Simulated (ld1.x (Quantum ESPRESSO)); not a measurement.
## Sm: pseudopotential generation (part 2 of 2)

Continued. System: samarium (Sm, Z = 62), core [Kr] 4d10, reference valence 4f6 5s2 5p6 5d0 6s1.75 6p0.25, valence charge 16. Method: TM potential, PBE, scalar-relativistic, made with ld1.x (Quantum ESPRESSO) 7.5.

### Output of the test run (extracts), continued
```
     ---------------------- Testing the pseudopotential ----------------------

     Sm
     scalar relativistic calculation

     atomic number is 62.00   valence charge is 16.00
     dft =PBE   lsd =0 sic =0 latt =0  beta=0.20 tr2=1.0E-14
     mesh =1259 r(mesh) =  99.27220 xmin = -7.00 dx = 0.01250

     n l     nl             e AE (Ry)        e PS (Ry)    De AE-PS (Ry)
     4 3     4F   1( 6.00)       -1.15469       -1.14767       -0.00703  !
     1 0     5S   1( 2.00)       -4.16337       -4.14963       -0.01374  !
     2 1     5P   1( 6.00)       -2.68503       -2.67126       -0.01378  !
     3 2     5D   1( 0.00)       -1.00111       -0.98977       -0.01135  !
     2 0     6S   1( 0.00)       -1.01278       -0.98982       -0.02296  !
     3 1     6P   1( 0.00)       -0.72086       -0.70047       -0.02040  !

     eps = 1.2E-15  iter = 19

     Etot =  -20853.180749 Ry,  -10426.590375 Ha, -283721.977913 eV
     Etotps =  -158.027486 Ry,     -79.013743 Ha,   -2150.073481 eV
     dEtot_ae =       1.208204 Ry
     dEtot_ps =       1.178570 Ry,   Delta E=       0.029634 Ry

     Ekin =     141.018609 Ry,      70.509305 Ha,    1918.655925 eV
     Encl =    -284.107215 Ry,    -142.053608 Ha,   -3865.475586 eV
     Ehrt =     132.133289 Ry,      66.066644 Ha,    1797.764977 eV
     Ecxc =     -17.682502 Ry,      -8.841251 Ha,    -240.582695 eV
     Epseu=    -129.389667 Ry,     -64.694833 Ha,   -1760.436102 eV

     ---------------------- End of pseudopotential test ----------------------

     ---------------------- Testing the pseudopotential ----------------------

     Sm
     scalar relativistic calculation

     atomic number is 62.00   valence charge is 16.00
     dft =PBE   lsd =0 sic =0 latt =0  beta=0.20 tr2=1.0E-14
     mesh =1259 r(mesh) =  99.27220 xmin = -7.00 dx = 0.01250

     n l     nl             e AE (Ry)        e PS (Ry)    De AE-PS (Ry)
     4 3     4F   1( 6.00)       -0.36093       -0.36866        0.00773  !
     1 0     5S   1( 2.00)       -3.36637       -3.36925        0.00288
     2 1     5P   1( 6.00)       -1.89096       -1.89299        0.00204
     3 2     5D   1( 0.00)       -0.25818       -0.25951        0.00133
     2 0     6S   1( 0.00)       -0.35918       -0.34975       -0.00943  !
     3 1     6P   1( 2.00)       -0.16584       -0.16116       -0.00468

     eps = 8.2E-15  iter = 18

     Etot =  -20854.064764 Ry,  -10427.032382 Ha, -283734.005544 eV
     Etotps =  -158.890711 Ry,     -79.445355 Ha,   -2161.818252 eV
     dEtot_ae =       0.324189 Ry
     dEtot_ps =       0.315345 Ry,   Delta E=       0.008844 Ry

     Ekin =     141.066390 Ry,      70.533195 Ha,    1919.306015 eV
     Encl =    -296.597337 Ry,    -148.298669 Ha,   -4035.412349 eV
     Ehrt =     143.700850 Ry,      71.850425 Ha,    1955.149661 eV
     Ecxc =     -18.107303 Ry,      -9.053652 Ha,    -246.362414 eV
     Epseu=    -128.953310 Ry,     -64.476655 Ha,   -1754.499165 eV

     ---------------------- End of pseudopotential test ----------------------

     ---------------------- Testing the pseudopotential ----------------------

     Sm
     scalar relativistic calculation

     atomic number is 62.00   valence charge is 16.00
     dft =PBE   lsd =0 sic =0 latt =0  beta=0.20 tr2=1.0E-14
     mesh =1259 r(mesh) =  99.27220 xmin = -7.00 dx = 0.01250

     n l     nl             e AE (Ry)        e PS (Ry)    De AE-PS (Ry)
     4 3     4F   1( 5.00)       -1.04101       -1.03235       -0.00866  !
     1 0     5S   1( 2.00)       -3.88984       -3.93195        0.04211  !
     2 1     5P   1( 6.00)       -2.36624       -2.37294        0.00671  !
     3 2     5D   1( 1.00)       -0.62537       -0.61680       -0.00856  !
     2 0     6S   1( 1.00)       -0.66285       -0.65095       -0.01190  !
     3 1     6P   1( 0.00)       -0.41510       -0.40158       -0.01352  !

     eps = 2.0E-15  iter = 19

     Etot =  -20853.741612 Ry,  -10426.870806 Ha, -283729.608843 eV
     Etotps =  -158.569793 Ry,     -79.284896 Ha,   -2157.451937 eV
     dEtot_ae =       0.647341 Ry
     dEtot_ps =       0.636264 Ry,   Delta E=       0.011077 Ry

     Ekin =     127.181146 Ry,      63.590573 Ha,    1730.387646 eV
     Encl =    -288.131170 Ry,    -144.065585 Ha,   -3920.224277 eV
     Ehrt =     135.263400 Ry,      67.631700 Ha,    1840.352316 eV
     Ecxc =     -17.375964 Ry,      -8.687982 Ha,    -236.412027 eV
     Epseu=    -115.507206 Ry,     -57.753603 Ha,   -1571.555595 eV

     ---------------------- End of pseudopotential test ----------------------

     ---------------------- Testing the pseudopotential ----------------------

     Sm
     scalar relativistic calculation

     atomic number is 62.00   valence charge is 16.00
     dft =PBE   lsd =0 sic =0 latt =0  beta=0.20 tr2=1.0E-14
     mesh =1259 r(mesh) =  99.27220 xmin = -7.00 dx = 0.01250

     n l     nl             e AE (Ry)        e PS (Ry)    De AE-PS (Ry)
     4 3     4F   1( 6.00)       -0.71809       -0.71973        0.00164
     1 0     5S   1( 2.00)       -3.72455       -3.72074       -0.00381
     2 1     5P   1( 6.00)       -2.24856       -2.24412       -0.00444
     3 2     5D   1( 0.00)       -0.59801       -0.59413       -0.00388
     2 0     6S   1( 0.00)       -0.66973       -0.65497       -0.01476  !
     3 1     6P   1( 1.00)       -0.43850       -0.42870       -0.00980  !

     eps = 6.3E-15  iter = 12

     Etot =  -20853.765699 Ry,  -10426.882849 Ha, -283729.936558 eV
     Etotps =  -158.598673 Ry,     -79.299337 Ha,   -2157.844878 eV
     dEtot_ae =       0.623254 Ry
     dEtot_ps =       0.607383 Ry,   Delta E=       0.015871 Ry

     Ekin =     141.036542 Ry,      70.518271 Ha,    1918.899903 eV
     Encl =    -290.975777 Ry,    -145.487889 Ha,   -3958.927128 eV
     Ehrt =     138.321748 Ry,      69.160874 Ha,    1881.963254 eV
     Ecxc =     -17.892990 Ry,      -8.946495 Ha,    -243.446527 eV
     Epseu=    -129.088196 Ry,     -64.544098 Ha,   -1756.334380 eV

     ---------------------- End of pseudopotential test ----------------------

     ---------------------- Testing the pseudopotential ----------------------

     Sm
     scalar relativistic calculation

     atomic number is 62.00   valence charge is 16.00
     dft =PBE   lsd =0 sic =0 latt =0  beta=0.20 tr2=1.0E-14
     mesh =1259 r(mesh) =  99.27220 xmin = -7.00 dx = 0.01250

     n l     nl             e AE (Ry)        e PS (Ry)    De AE-PS (Ry)
     4 3     4F   1( 5.00)       -0.58511       -0.57695       -0.00816  !
     1 0     5S   1( 2.00)       -3.43358       -3.47824        0.04466  !
     2 1     5P   1( 6.00)       -1.91070       -1.92120        0.01050  !
     3 2     5D   1( 1.00)       -0.20144       -0.19687       -0.00457
     2 0     6S   1( 2.00)       -0.29360       -0.28503       -0.00858  !
     3 1     6P   1( 0.00)       -0.09822       -0.09106       -0.00716  !

     eps = 9.7E-15  iter = 19

     Etot =  -20854.215959 Ry,  -10427.107979 Ha, -283736.062657 eV
     Etotps =  -159.033966 Ry,     -79.516983 Ha,   -2163.767331 eV
     dEtot_ae =       0.172994 Ry
     dEtot_ps =       0.172091 Ry,   Delta E=       0.000903 Ry

     Ekin =     127.073209 Ry,      63.536604 Ha,    1728.919081 eV
     Encl =    -295.389453 Ry,    -147.694727 Ha,   -4018.978250 eV
     Ehrt =     142.213870 Ry,      71.106935 Ha,    1934.918269 eV
     Ecxc =     -17.662503 Ry,      -8.831252 Ha,    -240.310597 eV
     Epseu=    -115.269088 Ry,     -57.634544 Ha,   -1568.315835 eV

     ---------------------- End of pseudopotential test ----------------------
```

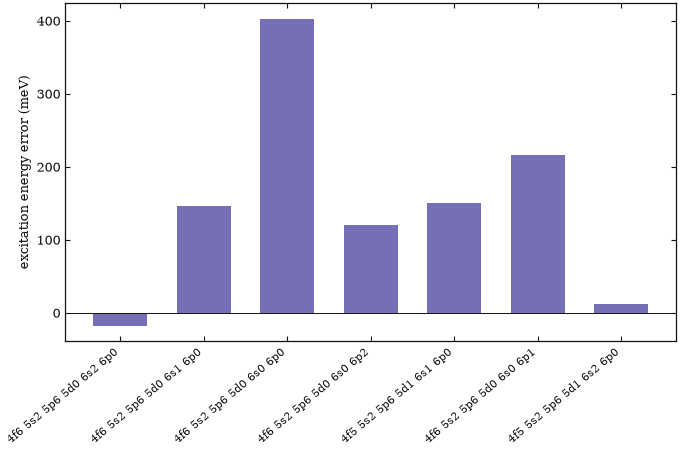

Fig. 1: Errors, all-electron minus pseudo, of the energies of valence configurations relative to the unpolarised reference 4f6 5s2 5p6 5d0 6s1.75 6p0.25.

- Worst configuration: 4f6 5s2 5p6 5d0 6s0 6p0 (charge +2): the error is +403 meV on an all-electron energy of +16.44 eV relative to the reference, or 2.5 %.
- Errors in meV: 4f6 5s2 5p6 5d0 6s2 6p0: -18; 4f6 5s2 5p6 5d0 6s1 6p0: +147; 4f6 5s2 5p6 5d0 6s0 6p0: +403; 4f6 5s2 5p6 5d0 6s0 6p2: +120; 4f5 5s2 5p6 5d1 6s1 6p0: +151; 4f6 5s2 5p6 5d0 6s0 6p1: +216; 4f5 5s2 5p6 5d1 6s2 6p0: +12.
- Configurations within 10 meV and within 50 meV: 0 and 2 of 7.

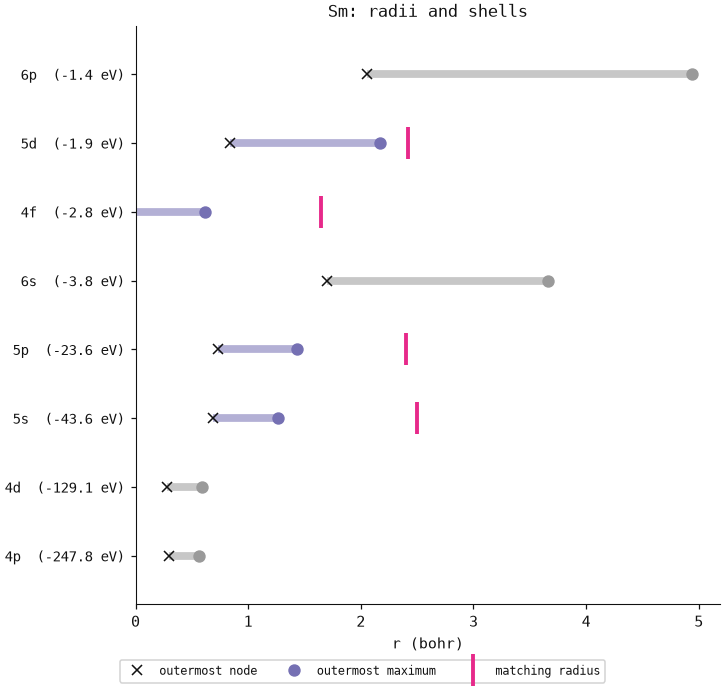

Fig. 2: Outer shells of the all-electron reference atom: each bar runs from the outermost node (or the nucleus) to the outermost maximum of u(r); the tick is the radius chosen for the pseudo-wave. Shells without a tick have no pseudo-wave of their own. Levels, nodes and maxima are from ld1.x, scalar-relativistic.

- Radii against the shells: 5s: 2.50 bohr, outside the maximum; 5p: 2.40 bohr, outside the maximum; 4f: 1.65 bohr, outside the maximum; 5d: 2.42 bohr, outside the maximum.

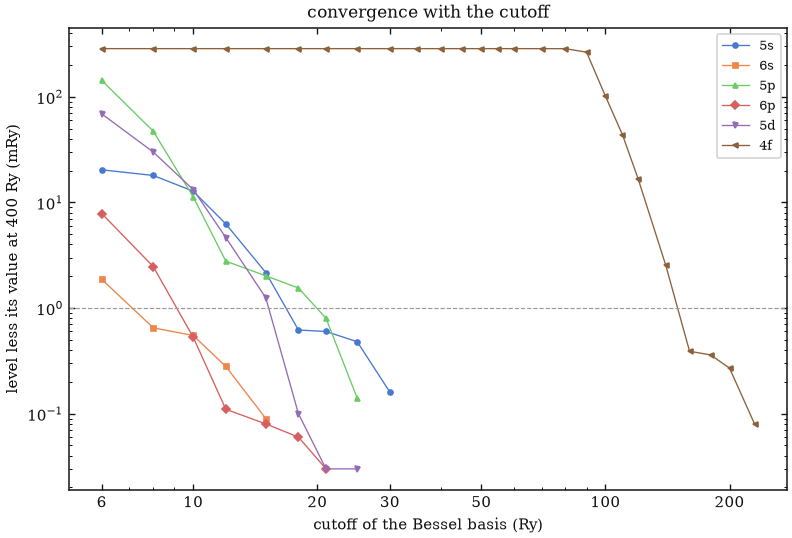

Fig. 3: The pseudo-atom Hamiltonian at the reference potential is diagonalised in spherical Bessel functions (20 bohr box) up to the cutoff. Curves: distance of each valence level from its value at 400 Ry.

- Cutoffs for 10 and 1 mRy in the occupation-weighted sum of levels: 160 Ry and 230 Ry, on the ladder of cutoffs that was run.
- Hardest occupied shell: 4f: its level needs 160 Ry to come within 1 mRy, against 21 Ry for 5p.
- Cutoffs from which each level stays within 1 mRy: 5s: 18 Ry; 6s: 8 Ry; 5p: 21 Ry; 6p: 10 Ry; 5d: 18 Ry; 4f: 160 Ry.

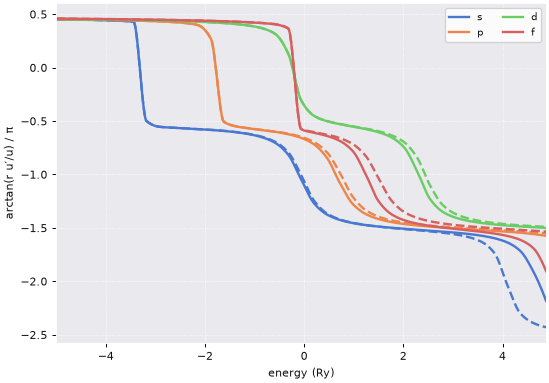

Fig. 4: Unwrapped phase arctan(r u′/u) in units of π against energy, all-electron (solid) and pseudo (dashed); the pseudo phase is matched to the all-electron one at the reference energy. Here u = r R(r). A near-vertical step is a level narrower than the spacing of the points behind the curves.

- Range over which the phases agree within 0.05 rad: s: up to about -0.4 Ry; p: up to about 0.1 Ry; d: up to about 1.7 Ry; f: up to about 0.5 Ry.
- Ghost states: Going away from the reference energies, the phases part by more than π/2 in: s at about 4.2 Ry (above its reference energy, pseudo phase lower). Such a step is either a state that only one of the two atoms has or an ordinary level shifted in energy. The separate test gives: no ghost state below the valence levels in the s, p, d, f channels.

### Summary

- outcome: generated
- cutoffs needed: 160 Ry and 230 Ry (the cutoffs, on a coarse ladder, from which the occupation-weighted sum of valence levels, in a spherical-Bessel basis at the reference potential, stays within 10 and 1 mRy of its value at 400 Ry); ghost states and empty shells don't enter this sum
- ghost test: no ghost state below the valence levels in the s, p, d, f channels (spherical-Bessel basis up to 400 Ry, 20 bohr box)
- largest excitation error: +403 meV (all-electron minus pseudo) for 4f6 5s2 5p6 5d0 6s0 6p0, out of 7 test configurations
- range over which the phases arctan(r u′/u) at the test radius agree within 0.05 rad (a looser test near the poles than one of phase shifts): s: up to about -0.4 Ry; p: up to about 0.1 Ry; d: up to about 1.7 Ry; f: up to about 0.5 Ry
- hardware: 1 CPU thread, shared host
- wall time: 3 s

### Notes

An excitation error of 403 meV in its own tests makes this a poorly transferable potential.
